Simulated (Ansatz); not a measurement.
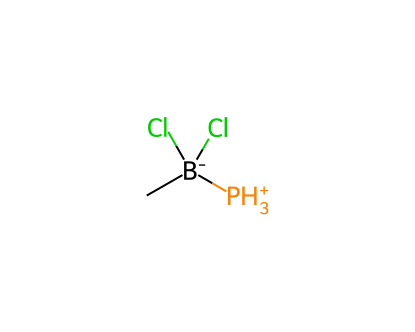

2D structure.

Give its SMILES.

C[B-]([PH3+])(Cl)Cl

What is the molecular formula?

CH6BCl2P.

An optimisation with PBE0-D4/def2-TZVP gave a structure of which point group?

Cs.

The parts below concern this one geometry. Atoms keep their numbers from picture to picture. Computed geometry: PBE0-D4/def2-TZVP optimisation.

**Levels of theory compared**

Program: Ansatz 0.2.0.

Compare HOMO–LUMO gap (eV), dipole (D) at these levels: B3LYP-D4/def2-TZVPP; PBE-D4/def2-TZVPP; r2SCAN-D4/def2-TZVPP; ωB97M-V/def2-TZVPP.

| level | HOMO–LUMO gap (eV) | dipole (D) |
| --- | --- | --- |
| B3LYP-D4/def2-TZVPP | 7.10 | 5.06 |
| PBE-D4/def2-TZVPP | 5.37 | 4.84 |
| r2SCAN-D4/def2-TZVPP | 5.94 | 5.05 |
| ωB97M-V/def2-TZVPP | 11.57 | 5.14 |

**Thermal motion**

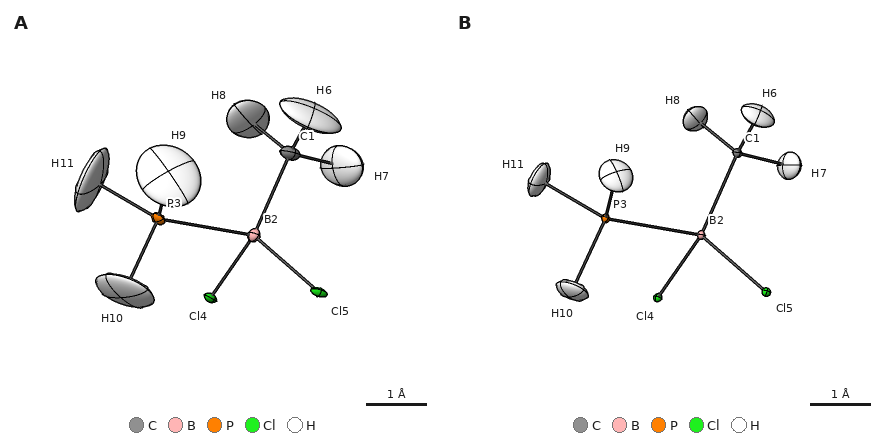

Displacement ellipsoids at the 50 % level, from the internal vibrations of the free molecule (harmonic, no overall translation or rotation; no half-axis is drawn under 0.075 Å). Vibrations computed with RKS PBE0-D4/def2-TZVP (Ansatz 0.2.0). One panel is for 0 K (zero-point motion alone), the other for 600 K.

Which panel is for 600 K?

A.

How much does the mean-square displacement of C1 grow, and why?

U_eq goes from 0.0027 to 0.0101 Å², a factor of 3.7. Modes below kT (417 cm⁻¹ at 600 K) grow about in proportion to T, and the lowest lies at 115 cm⁻¹; the mean-square amplitude of a mode is its zero-point value times coth(ħω/2kT), which comes close to 1 only above about 3kT.

**Charges**

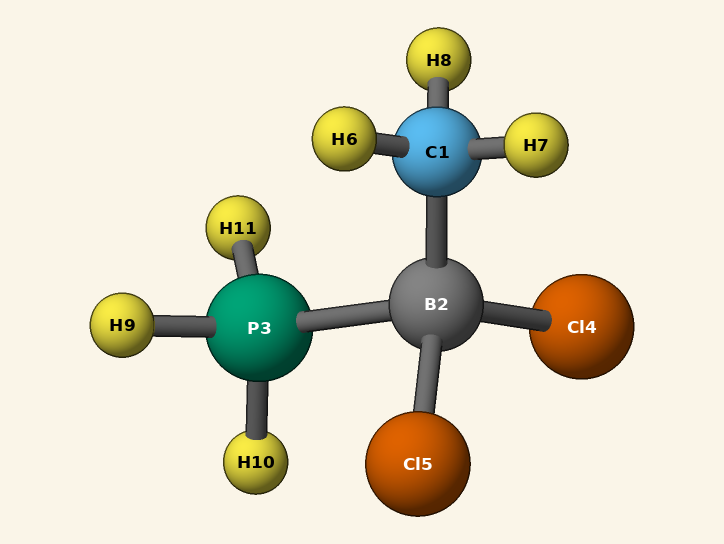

The questions are on Mulliken charges. Properties computed with RKS r2SCAN-D4/def2-TZVPP (Ansatz 0.2.0).

Give the Mulliken charges atom by atom.

```
atom  value (e)
  C1      −0.27
  B2       0.16
  P3       0.20
 Cl4      −0.23
 Cl5      −0.23
  H6       0.06
  H7       0.07
  H8       0.06
  H9       0.05
 H10       0.07
 H11       0.05
```

Mulliken values depend strongly on the basis set and can even reverse the polarity of a bond.
